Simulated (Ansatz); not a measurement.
**Geometry relaxation of Si2H4ClO2F (part 2 of 2)**

Continued. System: Si2H4ClO2F, SMILES O[SiH](F)O[SiH2]Cl. Method: RKS PBE-D4/def2-SVP (Ansatz 0.2.0). The geometry: force-field start.

Geometry of the input (Å):
```
O  -1.7486  1.6633  0.9976
Si -0.2798  1.1804  0.3483
F  -0.1878  1.9577  -1.0837
O  -0.3712  -0.4308  0.0479
Si 0.7004  -1.6166  -0.4879
Cl 1.7814  -2.1722  1.1581
H  -2.4423  1.7671  0.3277
H  0.8080  1.5362  1.2484
H  -0.0375  -2.7831  -1.0063
H  1.6026  -1.0414  -1.4869
```

Trajectory as extended XYZ, continued
```
10
Properties=species:S:1:pos:R:3:forces:R:3 step=10 energy=-35126.15326
O    -1.7842    1.6968    0.9003   -0.0123  -0.0034   0.0007
Si   -0.2829    1.2854    0.3467    0.0002   0.0365  -0.0519
F     0.1149    2.1764   -0.9629   -0.0119  -0.0397   0.0390
O    -0.2845   -0.3030   -0.1518    0.0075   0.0144  -0.0114
Si    0.6767   -1.6128   -0.5156   -0.0097  -0.0342   0.0138
Cl    1.8885   -2.0607    1.1115    0.0111   0.0052  -0.0072
H    -2.5425    1.4116    0.3601    0.0255   0.0083   0.0085
H     0.6984    1.5553    1.4248   -0.0109  -0.0072   0.0056
H    -0.2250   -2.7795   -0.7670    0.0162   0.0227  -0.0114
H     1.5658   -1.3088   -1.6830   -0.0156  -0.0027   0.0143
10
Properties=species:S:1:pos:R:3:forces:R:3 step=11 energy=-35126.15340
O    -1.7878    1.6997    0.8941    0.1089   0.0297   0.0689
Si   -0.2842    1.2831    0.3499    0.0000   0.0458  -0.0404
F     0.1273    2.1768   -0.9538   -0.0139  -0.0432   0.0473
O    -0.2892   -0.3037   -0.1541    0.0029   0.0117   0.0040
Si    0.6741   -1.6128   -0.5139    0.0148  -0.0443  -0.0222
Cl    1.9072   -2.0458    1.1019   -0.0085   0.0087  -0.0074
H    -2.5406    1.4193    0.3489   -0.0902  -0.0301  -0.0689
H     0.6899    1.5424    1.4374   -0.0128  -0.0036  -0.0023
H    -0.2236   -2.7847   -0.7562    0.0132   0.0241   0.0070
H     1.5521   -1.3136   -1.6909   -0.0144   0.0011   0.0140
10
Properties=species:S:1:pos:R:3:forces:R:3 step=12 energy=-35126.15365
O    -1.7880    1.7001    0.8930    0.0457   0.0105   0.0285
Si   -0.2841    1.2821    0.3510    0.0050   0.0348  -0.0347
F     0.1317    2.1759   -0.9510   -0.0127  -0.0374   0.0427
O    -0.2893   -0.3043   -0.1543    0.0017   0.0097   0.0015
Si    0.6743   -1.6133   -0.5147    0.0047  -0.0264  -0.0139
Cl    1.9110   -2.0398    1.0999   -0.0043   0.0048  -0.0103
H    -2.5410    1.4213    0.3446   -0.0349  -0.0094  -0.0295
H     0.6869    1.5389    1.4419   -0.0091  -0.0017  -0.0033
H    -0.2233   -2.7859   -0.7518    0.0121   0.0171   0.0058
H     1.5470   -1.3144   -1.6955   -0.0082  -0.0021   0.0132
10
Properties=species:S:1:pos:R:3:forces:R:3 step=13 energy=-35126.15400
O    -1.7924    1.7025    0.8846   -0.0322  -0.0166  -0.0291
Si   -0.2850    1.2780    0.3577    0.0127   0.0213  -0.0192
F     0.1529    2.1754   -0.9340   -0.0114  -0.0262   0.0351
O    -0.2924   -0.3055   -0.1570    0.0001   0.0001   0.0021
Si    0.6721   -1.6143   -0.5175    0.0076  -0.0007  -0.0008
Cl    1.9360   -2.0141    1.0831   -0.0060   0.0007  -0.0107
H    -2.5413    1.4328    0.3229    0.0354   0.0174   0.0229
H     0.6722    1.5215    1.4638   -0.0065   0.0008  -0.0086
H    -0.2227   -2.7936   -0.7271    0.0089   0.0103   0.0021
H     1.5258   -1.3221   -1.7133   -0.0086  -0.0071   0.0064
10
Properties=species:S:1:pos:R:3:forces:R:3 step=14 energy=-35126.15430
O    -1.8016    1.7059    0.8684   -0.0765  -0.0402  -0.0855
Si   -0.2867    1.2704    0.3709    0.0151   0.0174  -0.0051
F     0.1905    2.1743   -0.9024   -0.0138  -0.0212   0.0401
O    -0.2977   -0.3081   -0.1603    0.0038   0.0011   0.0114
Si    0.6702   -1.6147   -0.5212    0.0035   0.0020   0.0063
Cl    1.9807   -1.9701    1.0546   -0.0218   0.0058  -0.0426
H    -2.5402    1.4544    0.2824    0.0906   0.0361   0.0691
H     0.6460    1.4920    1.5033   -0.0138   0.0016  -0.0237
H    -0.2193   -2.8059   -0.6833    0.0156   0.0095   0.0050
H     1.4833   -1.3376   -1.7492   -0.0026  -0.0119   0.0250
10
Properties=species:S:1:pos:R:3:forces:R:3 step=15 energy=-35126.15463
O    -1.8062    1.7074    0.8606   -0.0543  -0.0368  -0.0786
Si   -0.2879    1.2671    0.3772    0.0105   0.0249  -0.0097
F     0.2066    2.1743   -0.8875   -0.0165  -0.0254   0.0456
O    -0.3009   -0.3090   -0.1611    0.0031  -0.0028   0.0111
Si    0.6670   -1.6152   -0.5235    0.0263   0.0003   0.0106
Cl    2.0014   -1.9510    1.0370   -0.0274   0.0040  -0.0358
H    -2.5390    1.4647    0.2643    0.0774   0.0306   0.0606
H     0.6343    1.4800    1.5200   -0.0169  -0.0001  -0.0250
H    -0.2184   -2.8127   -0.6629    0.0171   0.0190   0.0006
H     1.4683   -1.3449   -1.7611   -0.0193  -0.0137   0.0207
10
Properties=species:S:1:pos:R:3:forces:R:3 step=16 energy=-35126.15528
O    -1.8175    1.7101    0.8410    0.0160  -0.0258  -0.0496
Si   -0.2904    1.2602    0.3927   -0.0088   0.0492  -0.0309
F     0.2440    2.1743   -0.8518   -0.0261  -0.0432   0.0662
O    -0.3060   -0.3112   -0.1605    0.0122   0.0037   0.0176
Si    0.6637   -1.6148   -0.5267    0.0374  -0.0400   0.0067
Cl    2.0488   -1.9112    0.9990   -0.0424   0.0136  -0.0482
H    -2.5351    1.4874    0.2206    0.0371   0.0144   0.0294
H     0.6054    1.4550    1.5596   -0.0231  -0.0037  -0.0255
H    -0.2128   -2.8250   -0.6166    0.0237   0.0381   0.0013
H     1.4251   -1.3642   -1.7941   -0.0260  -0.0064   0.0329
10
Properties=species:S:1:pos:R:3:forces:R:3 step=17 energy=-35126.15582
O    -1.8272    1.7129    0.8204    0.0027  -0.0333  -0.0805
Si   -0.2924    1.2519    0.4085   -0.0227   0.0604  -0.0497
F     0.2832    2.1707   -0.8150   -0.0359  -0.0580   0.0827
O    -0.3103   -0.3153   -0.1573    0.0099   0.0099   0.0217
Si    0.6597   -1.6169   -0.5296    0.0571  -0.0264   0.0045
Cl    2.0976   -1.8652    0.9573   -0.0632   0.0032  -0.0605
H    -2.5300    1.5105    0.1751    0.0736   0.0203   0.0607
H     0.5742    1.4293    1.5998   -0.0265  -0.0051  -0.0263
H    -0.2093   -2.8360   -0.5718    0.0388   0.0427   0.0071
H     1.3799   -1.3813   -1.8243   -0.0338  -0.0137   0.0403
10
Properties=species:S:1:pos:R:3:forces:R:3 step=18 energy=-35126.15635
O    -1.8340    1.7156    0.8062   -0.0189  -0.0393  -0.1090
Si   -0.2946    1.2481    0.4187   -0.0253   0.0690  -0.0524
F     0.3076    2.1694   -0.7906   -0.0407  -0.0647   0.0881
O    -0.3113   -0.3165   -0.1539    0.0208   0.0133   0.0164
Si    0.6600   -1.6151   -0.5333    0.0320  -0.0650   0.0264
Cl    2.1251   -1.8472    0.9294   -0.0488   0.0225  -0.0673
H    -2.5265    1.5252    0.1451    0.1018   0.0255   0.0886
H     0.5513    1.4157    1.6262   -0.0261  -0.0057  -0.0275
H    -0.1991   -2.8423   -0.5364    0.0307   0.0508  -0.0141
H     1.3468   -1.3923   -1.8483   -0.0255  -0.0065   0.0507
10
Properties=species:S:1:pos:R:3:forces:R:3 step=19 energy=-35126.15744
O    -1.8430    1.7215    0.7837   -0.0243  -0.0421  -0.1293
Si   -0.2982    1.2414    0.4339   -0.0178   0.0840  -0.0548
F     0.3446    2.1622   -0.7556   -0.0525  -0.0768   0.1008
O    -0.3141   -0.3208   -0.1446    0.0185   0.0039   0.0237
Si    0.6569   -1.6172   -0.5325    0.0412  -0.0482  -0.0250
Cl    2.1737   -1.8103    0.8819   -0.0611   0.0141  -0.0559
H    -2.5194    1.5468    0.1012    0.1168   0.0261   0.1071
H     0.5164    1.3964    1.6648   -0.0285  -0.0057  -0.0334
H    -0.1919   -2.8513   -0.4973    0.0379   0.0515   0.0047
H     1.3001   -1.4081   -1.8725   -0.0303  -0.0070   0.0620
10
Properties=species:S:1:pos:R:3:forces:R:3 step=20 energy=-35126.15874
O    -1.8521    1.7286    0.7565    0.0248  -0.0389  -0.1087
Si   -0.3020    1.2327    0.4517   -0.0091   0.1105  -0.0602
F     0.3882    2.1518   -0.7139   -0.0714  -0.0954   0.1237
O    -0.3170   -0.3266   -0.1336    0.0055  -0.0023   0.0131
Si    0.6533   -1.6189   -0.5367    0.0497  -0.0327  -0.0134
Cl    2.2215   -1.7659    0.8272   -0.0612   0.0073  -0.0622
H    -2.5080    1.5706    0.0514    0.0909   0.0162   0.0843
H     0.4751    1.3732    1.7091   -0.0361  -0.0050  -0.0468
H    -0.1790   -2.8621   -0.4451    0.0467   0.0593  -0.0106
H     1.2450   -1.4227   -1.9034   -0.0398  -0.0190   0.0809
10
Properties=species:S:1:pos:R:3:forces:R:3 step=21 energy=-35126.16004
O    -1.8595    1.7365    0.7329    0.0744  -0.0385  -0.0765
Si   -0.3061    1.2267    0.4671   -0.0106   0.1394  -0.0721
F     0.4227    2.1419   -0.6790   -0.0839  -0.1063   0.1375
O    -0.3201   -0.3308   -0.1222    0.0085  -0.0142   0.0201
Si    0.6514   -1.6186   -0.5359    0.0532  -0.0466  -0.0453
Cl    2.2641   -1.7342    0.7791   -0.0800   0.0112  -0.0647
H    -2.4973    1.5892    0.0103    0.0600   0.0075   0.0531
H     0.4390    1.3576    1.7447   -0.0366  -0.0052  -0.0482
H    -0.1653   -2.8690   -0.4094    0.0446   0.0579   0.0078
H     1.1962   -1.4387   -1.9243   -0.0296  -0.0052   0.0882
10
Properties=species:S:1:pos:R:3:forces:R:3 step=22 energy=-35126.16169
O    -1.8662    1.7479    0.6995    0.1080  -0.0475  -0.0717
Si   -0.3109    1.2151    0.4885   -0.0190   0.1728  -0.0958
F     0.4735    2.1235   -0.6276   -0.1047  -0.1228   0.1586
O    -0.3276   -0.3391   -0.1082   -0.0131  -0.0249   0.0078
Si    0.6441   -1.6202   -0.5417    0.0936  -0.0227   0.0038
Cl    2.3134   -1.6783    0.7068   -0.0854   0.0013  -0.0663
H    -2.4786    1.6162   -0.0475    0.0614   0.0044   0.0541
H     0.3882    1.3299    1.7934   -0.0382  -0.0044  -0.0527
H    -0.1429   -2.8815   -0.3475    0.0468   0.0669  -0.0234
H     1.1323   -1.4530   -1.9525   -0.0494  -0.0231   0.0857
10
Properties=species:S:1:pos:R:3:forces:R:3 step=23 energy=-35126.16329
O    -1.8696    1.7557    0.6769    0.0983  -0.0523  -0.0862
Si   -0.3146    1.2090    0.5024   -0.0210   0.1752  -0.1013
F     0.5055    2.1123   -0.5920   -0.1084  -0.1215   0.1552
O    -0.3307   -0.3438   -0.0978   -0.0045  -0.0141   0.0162
Si    0.6457   -1.6178   -0.5412    0.0342  -0.0572  -0.0211
Cl    2.3463   -1.6465    0.6638   -0.0805   0.0092  -0.0759
H    -2.4647    1.6316   -0.0858    0.0723   0.0063   0.0717
H     0.3522    1.3148    1.8245   -0.0318  -0.0032  -0.0466
H    -0.1228   -2.8850   -0.3160    0.0465   0.0577  -0.0032
H     1.0779   -1.4697   -1.9718   -0.0052  -0.0001   0.0913
10
Properties=species:S:1:pos:R:3:forces:R:3 step=24 energy=-35126.16537
O    -1.8721    1.7708    0.6440    0.0879  -0.0584  -0.1027
Si   -0.3213    1.1984    0.5219   -0.0101   0.1805  -0.1008
F     0.5528    2.0897   -0.5402   -0.1192  -0.1212   0.1507
O    -0.3425   -0.3528   -0.0822   -0.0125  -0.0326   0.0303
Si    0.6374   -1.6198   -0.5384    0.0802  -0.0107  -0.0909
Cl    2.3939   -1.5904    0.5823   -0.0889  -0.0059  -0.0292
H    -2.4423    1.6572   -0.1396    0.0803   0.0086   0.0905
H     0.2988    1.2901    1.8673   -0.0260  -0.0027  -0.0439
H    -0.0980   -2.8966   -0.2671    0.0415   0.0512   0.0149
H     1.0185   -1.4860   -1.9848   -0.0332  -0.0089   0.0812
10
Properties=species:S:1:pos:R:3:forces:R:3 step=25 energy=-35126.16672
O    -1.8723    1.7840    0.6122    0.1048  -0.0633  -0.0989
Si   -0.3271    1.1873    0.5403   -0.0027   0.1886  -0.0989
F     0.5984    2.0683   -0.4873   -0.1377  -0.1279   0.1538
O    -0.3527   -0.3615   -0.0707   -0.0135  -0.0204   0.0038
Si    0.6333   -1.6163   -0.5479    0.0676  -0.0531   0.0188
Cl    2.4235   -1.5412    0.5179   -0.0736   0.0141  -0.0662
H    -2.4170    1.6814   -0.1908    0.0751   0.0071   0.0910
H     0.2469    1.2632    1.9073   -0.0268  -0.0009  -0.0536
H    -0.0555   -2.9033   -0.2058    0.0248   0.0676  -0.0471
H     0.9476   -1.5012   -2.0122   -0.0181  -0.0119   0.0974
10
Properties=species:S:1:pos:R:3:forces:R:3 step=26 energy=-35126.16832
O    -1.8707    1.7873    0.6035    0.1085  -0.0515  -0.0569
Si   -0.3284    1.1839    0.5454    0.0020   0.1605  -0.0983
F     0.6091    2.0596   -0.4741   -0.1202  -0.1084   0.1306
O    -0.3555   -0.3653   -0.0647   -0.0200  -0.0196   0.0170
Si    0.6327   -1.6176   -0.5442    0.0376  -0.0152  -0.0194
Cl    2.4340   -1.5196    0.4973   -0.0626  -0.0081  -0.0402
H    -2.4080    1.6860   -0.2034    0.0422   0.0031   0.0501
H     0.2339    1.2585    1.9162   -0.0191  -0.0010  -0.0340
H    -0.0529   -2.9052   -0.2026    0.0364   0.0468  -0.0092
H     0.9310   -1.5070   -2.0101   -0.0048  -0.0066   0.0603
10
Properties=species:S:1:pos:R:3:forces:R:3 step=27 energy=-35126.16957
O    -1.8608    1.7936    0.6062    0.0703  -0.0223  -0.0309
Si   -0.3271    1.1738    0.5394   -0.0589   0.1315  -0.0494
F     0.6078    2.0323   -0.4928   -0.0586  -0.0736   0.0757
O    -0.3838   -0.3797   -0.0590    0.0230  -0.0124   0.0242
Si    0.6301   -1.6115   -0.5403    0.0084  -0.0342  -0.0338
Cl    2.4208   -1.5039    0.5155   -0.0408   0.0055  -0.0243
H    -2.4071    1.6946   -0.1943    0.0348  -0.0012   0.0365
H     0.2482    1.2496    1.9036   -0.0104   0.0030  -0.0180
H    -0.0407   -2.9089   -0.2146    0.0254   0.0189  -0.0111
H     0.9378   -1.4793   -2.0006    0.0066  -0.0152   0.0310
10
Properties=species:S:1:pos:R:3:forces:R:3 step=28 energy=-35126.17075
O    -1.8570    1.8038    0.5948    0.0558  -0.0084   0.0122
Si   -0.3308    1.1683    0.5469   -0.0410   0.0743  -0.0278
F     0.6240    2.0131   -0.4751   -0.0228  -0.0361   0.0285
O    -0.3944   -0.3870   -0.0483    0.0197  -0.0303   0.0099
Si    0.6249   -1.6111   -0.5407    0.0056  -0.0057  -0.0205
Cl    2.4272   -1.4738    0.4872   -0.0031  -0.0012   0.0075
H    -2.3945    1.7068   -0.2104   -0.0058  -0.0039  -0.0110
H     0.2292    1.2432    1.9162   -0.0032  -0.0006   0.0044
H    -0.0218   -2.9167   -0.2050    0.0025   0.0100   0.0043
H     0.9184   -1.4860   -2.0024   -0.0076   0.0018  -0.0076
10
Properties=species:S:1:pos:R:3:forces:R:3 step=29 energy=-35126.17135
O    -1.8534    1.8143    0.5768    0.0351  -0.0047   0.0172
Si   -0.3348    1.1617    0.5576   -0.0228   0.0199  -0.0122
F     0.6474    1.9902   -0.4501   -0.0043  -0.0099   0.0050
O    -0.4023   -0.3962   -0.0335    0.0221  -0.0173   0.0088
Si    0.6233   -1.6096   -0.5418   -0.0156   0.0066   0.0033
Cl    2.4428   -1.4410    0.4522   -0.0117  -0.0084  -0.0093
H    -2.3783    1.7183   -0.2365   -0.0154  -0.0027  -0.0202
H     0.2008    1.2352    1.9366   -0.0021   0.0004   0.0049
H    -0.0003   -2.9214   -0.1870    0.0074   0.0073   0.0079
H     0.8800   -1.4910   -2.0110    0.0072   0.0090  -0.0054
10
Properties=species:S:1:pos:R:3:forces:R:3 step=30 energy=-35126.17161
O    -1.8517    1.8237    0.5574    0.0203  -0.0108  -0.0016
Si   -0.3393    1.1571    0.5688   -0.0029  -0.0030  -0.0107
F     0.6697    1.9701   -0.4251   -0.0086  -0.0016   0.0086
O    -0.4071   -0.4037   -0.0166    0.0199  -0.0097   0.0166
Si    0.6197   -1.6093   -0.5422    0.0166   0.0221   0.0078
Cl    2.4618   -1.4203    0.4087   -0.0349  -0.0100  -0.0118
H    -2.3636    1.7266   -0.2645   -0.0050   0.0007  -0.0040
H     0.1702    1.2318    1.9584   -0.0043   0.0015  -0.0089
H     0.0182   -2.9256   -0.1646    0.0079   0.0156  -0.0081
H     0.8472   -1.4898   -2.0172   -0.0089  -0.0049   0.0121
10
Properties=species:S:1:pos:R:3:forces:R:3 step=31 energy=-35126.17181
O    -1.8524    1.8231    0.5542    0.0107  -0.0091  -0.0073
Si   -0.3395    1.1585    0.5710    0.0005  -0.0015  -0.0118
F     0.6710    1.9704   -0.4223   -0.0068  -0.0009   0.0080
O    -0.4035   -0.4035   -0.0109    0.0140  -0.0031   0.0173
Si    0.6207   -1.6081   -0.5422    0.0090   0.0012   0.0067
Cl    2.4646   -1.4261    0.4048   -0.0243  -0.0023  -0.0134
H    -2.3622    1.7235   -0.2689   -0.0018   0.0016   0.0018
H     0.1660    1.2373    1.9617   -0.0022   0.0003  -0.0067
H     0.0205   -2.9248   -0.1660   -0.0004   0.0075  -0.0019
H     0.8400   -1.4897   -2.0182    0.0013   0.0062   0.0074
```

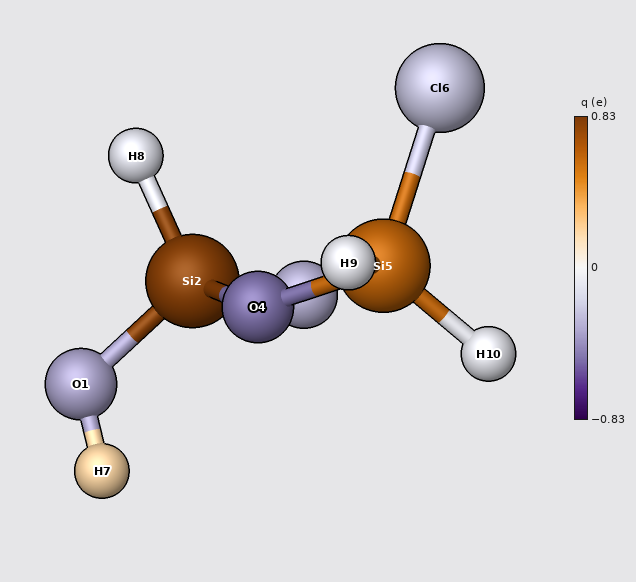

**Figure 1.** Mulliken charges, as the colour of each atom (ball-and-stick view, seen at a tilt; atoms are numbered from 1 in the order of the input; Mulliken charges depend strongly on the basis). By element: O −0.50 to −0.34, Si +0.62 to +0.79, F −0.30, Cl −0.24 and H −0.09 to +0.19 e.

Summary

```tsv
quantity	value
outcome	converged
total energy	−35126.1719 eV
mean-field energy	−35125.9015 eV
dispersion energy	−0.2703 eV
SCF solution under orbital rotations	stable
largest force (length of the vector) at the end	0.028 eV/Å
dipole moment	2.12 D
hardware	4 threads of Arm Neoverse N1, 15 GiB of memory available, shared host
wall time	68 s (CPU time 4.1 min)
peak memory	0.17 GiB
```
